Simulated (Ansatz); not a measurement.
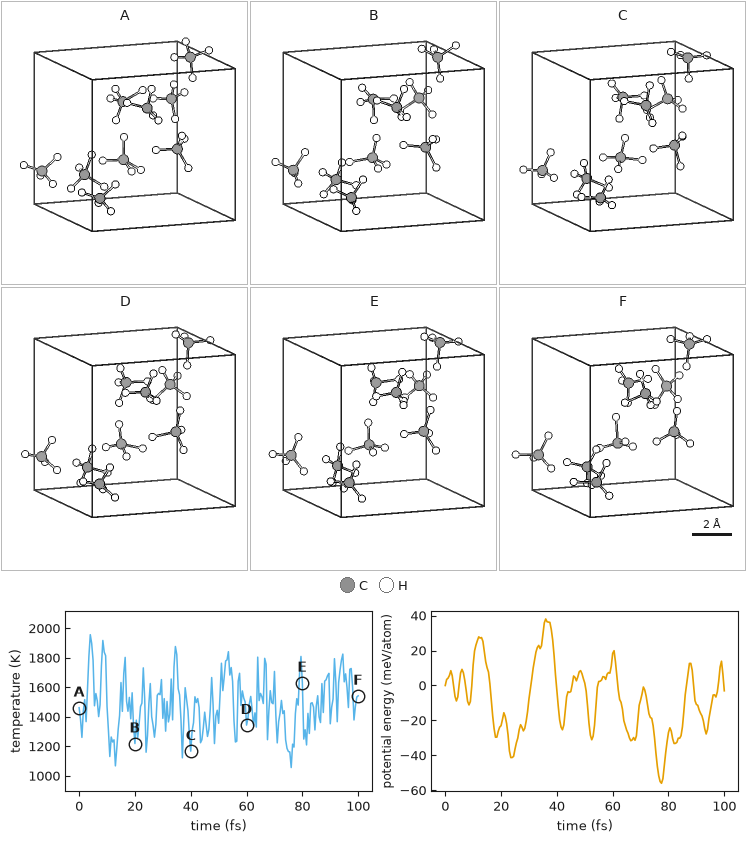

Molecular dynamics of a periodic cell with 8 CH4 at 0.423 g/cm³, 100 fs long. It starts from the last geometry of an earlier run, with fresh velocities. Frames (A at 0 fs, B at 20 fs, C at 40 fs, D at 60 fs, E at 80 fs, F at 100 fs) and the history of the run. A ball-and-stick model of the simulation cell, seen slightly off an axis.

All numbers below come from Ansatz, DFT LDA, scalar-relativistic, plane waves, PAW. Set-up: plane-wave cutoff 420 eV; k-point mesh 1 × 1 × 1; Fermi-Dirac smearing 0.02 eV; low-accuracy preset; Langevin thermostat (NVT); set temperature 1500 K; time step 0.5 fs; friction 0.5 per fs.

The input:
```yaml
accuracy: low
crystal:
  lattice:
    - [7.958114, 0.0, 0.0]
    - [0.0, 7.958114, 0.0]
    - [0.0, 0.0, 7.958114]
  atoms:
    - { symbol: C, position: [0.82509678, 0.45584561, 0.74794329] }
    - { symbol: H, position: [0.72343089, 0.5372303, 0.67632714] }
    - { symbol: H, position: [0.79691323, 0.49772196, 0.86663439] }
    - { symbol: H, position: [0.95103783, 0.4822831, 0.68836944] }
    - { symbol: H, position: [0.78948871, 0.32905016, 0.78604725] }
    - { symbol: C, position: [0.12466073, 0.5739577, 0.27280367] }
    - { symbol: H, position: [0.10360191, 0.70355257, 0.19239856] }
    - { symbol: H, position: [0.1055867, 0.58499051, 0.41880841] }
    - { symbol: H, position: [0.24372952, 0.58224247, 0.21661578] }
    - { symbol: H, position: [0.07248837, 0.44970014, 0.2667307] }
    - { symbol: C, position: [0.5462796, 0.13037528, 0.28274681] }
    - { symbol: H, position: [0.57581034, 0.25643456, 0.19957837] }
    - { symbol: H, position: [0.41286371, 0.14768773, 0.30357332] }
    - { symbol: H, position: [0.59435339, 0.161413, 0.42089518] }
    - { symbol: H, position: [0.5690548, 0.02772379, 0.20339508] }
    - { symbol: C, position: [0.39395179, 0.93145073, -0.02819558] }
    - { symbol: H, position: [0.4233582, 0.80753685, -0.01437919] }
    - { symbol: H, position: [0.41730651, 0.93799133, -0.16148942] }
    - { symbol: H, position: [0.49327885, 1.02150622, 0.02857095] }
    - { symbol: H, position: [0.26653518, 0.95093346, 0.05051444] }
    - { symbol: C, position: [0.70590161, 0.71431056, 0.43859746] }
    - { symbol: H, position: [0.64195203, 0.59019544, 0.42908749] }
    - { symbol: H, position: [0.80055006, 0.70747822, 0.54289221] }
    - { symbol: H, position: [0.59329459, 0.80876532, 0.47882233] }
    - { symbol: H, position: [0.77328452, 0.76348922, 0.32052105] }
    - { symbol: C, position: [0.00027513, 0.05481908, 0.21409183] }
    - { symbol: H, position: [-0.12369536, 0.09499148, 0.15912756] }
    - { symbol: H, position: [0.11182855, 0.08536962, 0.14682861] }
    - { symbol: H, position: [-7.926e-05, -0.07192303, 0.26191235] }
    - { symbol: H, position: [0.03437777, 0.14859618, 0.3055071] }
    - { symbol: C, position: [0.06280712, -0.06683715, 0.63831853] }
    - { symbol: H, position: [0.14707971, -0.07484934, 0.51995605] }
    - { symbol: H, position: [-0.04501747, -0.15101673, 0.62654094] }
    - { symbol: H, position: [-0.0094617, 0.05312293, 0.65844024] }
    - { symbol: H, position: [0.14741673, -0.08349114, 0.74846581] }
    - { symbol: C, position: [0.36402209, 0.47187554, 0.70667661] }
    - { symbol: H, position: [0.23087457, 0.44020202, 0.70644699] }
    - { symbol: H, position: [0.40464383, 0.40400519, 0.80335354] }
    - { symbol: H, position: [0.37845654, 0.60461875, 0.77541104] }
    - { symbol: H, position: [0.40019867, 0.40959894, 0.59520605] }
basis:
  ecutwfc: 420.0
kpoints:
  mp_grid: { grid: [1, 1, 1] }
hamiltonian:
  xc: lda
scf:
  occupations: { method: fermi_dirac, width: 0.02 }
  lower_state_search: "off"
  max_iter: 74
md:
  timestep: 0.5
  n_steps: 200
  ensemble: nvt_langevin
  temperature: 1500.0
  initial_velocities: maxwell_boltzmann
  seed: 640913
  friction: 0.5
```

Run as
```bash
ansatz run input.yaml --threads 1 --pin off --max-ram 3072MiB --backend cpu --events-out ev --progress --plain --runs-dir out
```

What happens in this trajectory?

Root-mean-square distances from the starting positions over the second half, with the common drift of all atoms taken out: H 0.53 Å, C 0.25 Å. The heavy atoms stay within a fraction of a molecule's size of their starting places; so short a run doesn't tell a liquid from a solid. Over the second half the temperature averages 1507 K (spread ±180 K). The potential energy in the second half lies on average 14.4 meV per atom below the first frame. The friction is so strong that the slow modes are overdamped, and the motion no longer resembles free dynamics.

Limits of the set-up: the program's low-accuracy preset was used; the periodic images lie only 8.0 Å apart, so the values are limited by the cell's size.

The run took 3.5 min on 1 thread of AMD EPYC 7B13 (Zen 3), on a shared host, peak memory 0.46 GiB.
